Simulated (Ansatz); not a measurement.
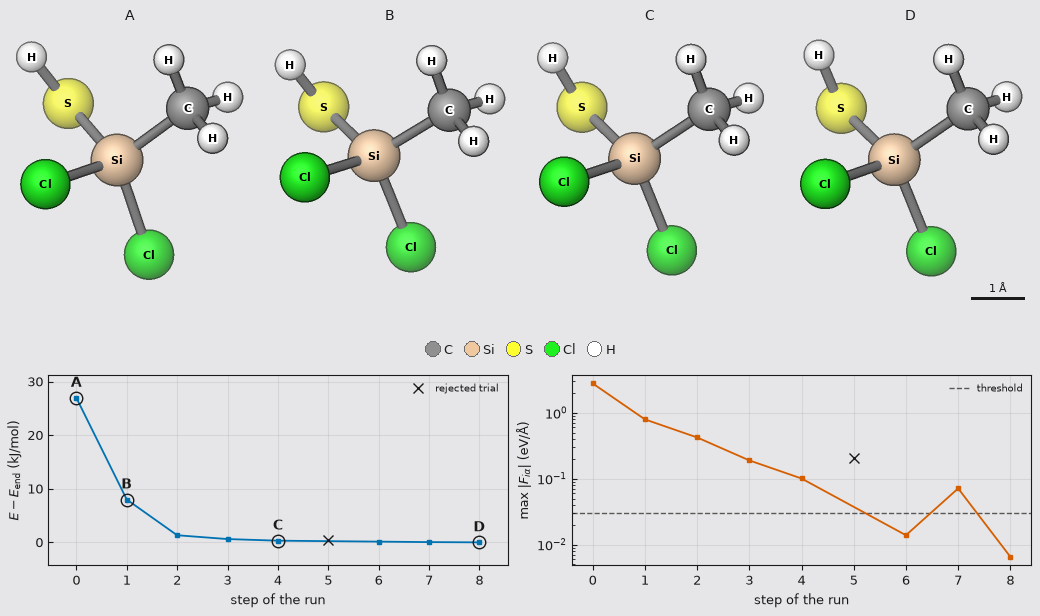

Frames of a relaxation of CH4Cl2SSi (coarse preliminary run), marked on the history of the run. A ball-and-stick model, seen at a tilt.

The start comes from a force field.

These are results of RKS PBE-D4/def2-SVP in Ansatz, not measurements.

Input file:
```yaml
crystal:
  periodic: [false, false, false]
  atoms:
    - {symbol: C, position_ang: [-1.147400, -0.306700, -0.006800]}
    - {symbol: Si, position_ang: [0.524800, 0.218400, -0.423400]}
    - {symbol: S, position_ang: [1.878000, -0.856100, 0.782000]}
    - {symbol: Cl, position_ang: [1.004500, -0.100300, -2.400300]}
    - {symbol: Cl, position_ang: [0.799400, 2.217000, -0.136300]}
    - {symbol: H, position_ang: [-1.366800, -1.312800, -0.196200]}
    - {symbol: H, position_ang: [-1.407900, -0.059300, 1.034800]}
    - {symbol: H, position_ang: [-1.881000, 0.306000, -0.634800]}
    - {symbol: H, position_ang: [1.684900, -0.152500, 1.963900]}
basis:
  gaussian: {orbitals: def2-SVP}
hamiltonian: {xc: pbe, dispersion: d4}
relax: {f_tol: 0.03, max_steps: 200}
```

Launched with:
```bash
ansatz run in.yaml --threads 4 --pin off --events-out ev --progress --plain --max-ram 10444MiB
```

Describe the path.

Answer. S3 moves most after the best rigid fit: 0.18 Å. Largest moves by element: S 0.18 Å, H 0.16 Å, Cl 0.12 Å, C 0.08 Å, Si 0.05 Å. Near-neighbour distances that change, for instance: C1–Si2 1.802 → 1.867 Å, C1–H6 1.047 → 1.108 Å, Si2–Cl5 2.038 → 2.082 Å, Si2–S3 2.107 → 2.148 Å. Bond angles that change, for instance: C1–Si2–S3 108.4° → 114.3°, Si2–C1–H6 115.6° → 110.0°, Si2–S3–H9 98.0° → 93.2°. The energy falls by 27.0 kJ/mol in 7 accepted moves (8 points after the start). The largest force component goes from 2.8 to 0.0065 eV/Å. The line search rejected the trial step at point 5 of the run. The forces were under the threshold at step 6, but the run went on from there. The run took 11 s on 4 threads of Arm Neoverse V2, with other jobs on the host. From step 0 to 1: S and Cl atoms move most (0.19 Å), energy −19.0 kJ/mol. From step 1 to 4: H9 moves most (0.15 Å), energy −7.68 kJ/mol. From step 4 to 8: H9 moves most (0.13 Å), energy −0.31 kJ/mol.

```csv
step,"E − E(0), kJ/mol","largest force component, eV/Å",note
0,0.00,2.8013,
1,-18.97,0.7964,
2,-25.64,0.4234,
3,-26.35,0.1897,
4,-26.65,0.1008,
5,-26.59,0.2096,rejected
6,-26.83,0.0139,
7,-26.92,0.0712,
8,-26.96,0.0065,
```
